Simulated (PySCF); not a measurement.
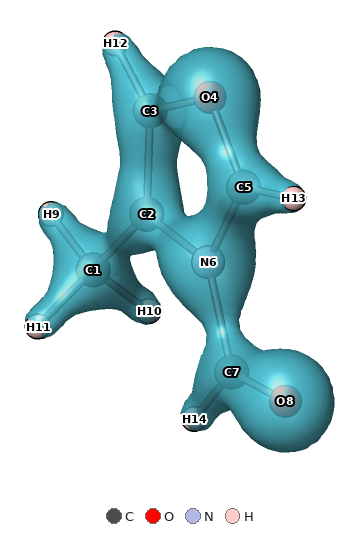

*C5H6NO2 (SMILES Cc1coc[n+]1C=O) (charge +1). Isosurface of the electron density at 1.5 e/Å³ (cyan), seen at an oblique angle.*

Geometry: GFN2-xTB.

Computed with PBE0/pcSseg-1, SCF density, gas phase, non-relativistic in PySCF 2.14.0.

```tsv
atom	x (Å)	y (Å)	z (Å)
C	-1.7804	0.0668	-0.3064
C	-0.3975	-0.4318	-0.2308
C	0.1363	-1.6418	-0.5681
O	1.4596	-1.6274	-0.3171
C	1.7665	-0.4734	0.1558
N	0.6831	0.3074	0.2360
C	0.6969	1.6705	0.7279
O	1.6977	2.1679	1.0932
H	-2.4254	-0.7108	-0.7052
H	-2.1501	0.3498	0.6789
H	-1.8491	0.9388	-0.9563
H	-0.3036	-2.5340	-0.9720
H	2.7693	-0.1977	0.4413
H	-0.3040	2.1152	0.7004
```

### How is the density connected at this value?

At this value the surface is in one piece. It bridges the sampled C–O (1.18 Å), C–N (1.34 Å), C–C (1.36 Å) and C–H (1.07 Å) contacts, where the density stays above the isovalue. On the grid the lowest density along these lines, outside the cores, is 3.1 e/Å³ (C–O, 1.18 Å), 2.3 e/Å³ (C–N, 1.34 Å), 2.2 e/Å³ (C–C, 1.36 Å) and 2 e/Å³ (C–H, 1.07 Å).
